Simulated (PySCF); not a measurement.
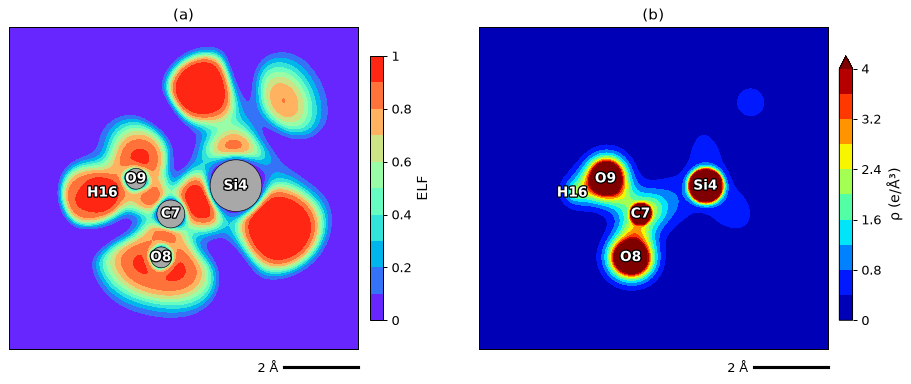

C4H7FO3Si. (a) ELF; (b) total electron density on the plane of atoms Si4, C7 and O9. Grey discs cover the atomic cores in the ELF map.

Geometry: GFN2-xTB.

Method: PBE0/pcSseg-1, SCF density, gas phase, non-relativistic (PySCF 2.14.0).

```
atom    x (Å)    y (Å)    z (Å)
   C  -1.8312  -0.4458  -1.1471
   C  -1.1122   0.5235  -0.2217
   F  -2.0417   1.0769   0.6581
  Si   0.2717  -0.2770   0.8602
   C   0.9306   1.1354   2.0021
   O   2.0270   1.6215   1.9231
   C   1.6983  -0.8703  -0.2799
   O   2.4225  -1.8073  -0.0756
   O   1.8204  -0.0810  -1.3522
   H  -2.2618  -1.2665  -0.5793
   H  -2.6314   0.0645  -1.6799
   H  -1.1257  -0.8465  -1.8689
   H  -0.7313   1.3754  -0.8001
   H  -0.2413  -1.3686   1.6875
   H   0.2161   1.5153   2.7621
   H   2.5824  -0.3407  -1.8999
```

> What does the map show?

Atoms in the plane: Si, C, O and H.
C–O (1.20 Å): ρ is about 3.4 e/Å³ halfway; the ELF peaks at about 0.85 between the atoms; a multiple bond.
C–Si (1.92 Å): the density is about 0.92 e/Å³ at the midpoint; the ELF peaks at about 1 between the atoms, as expected for localised, covalent bonding.
O–H (0.97 Å): ρ is about 3.7 e/Å³ halfway; the ELF climbs to about 1 towards the hydrogen, as it does in any bond to H (a covalent bond by its length).
C–O (1.34 Å): ρ is about 2.5 e/Å³ halfway; the ELF peaks at about 0.90 between the atoms, as expected for a polar covalent bond.
The ELF also peaks beside O8, O9 and F3, away from the bonds: lone-pair regions.
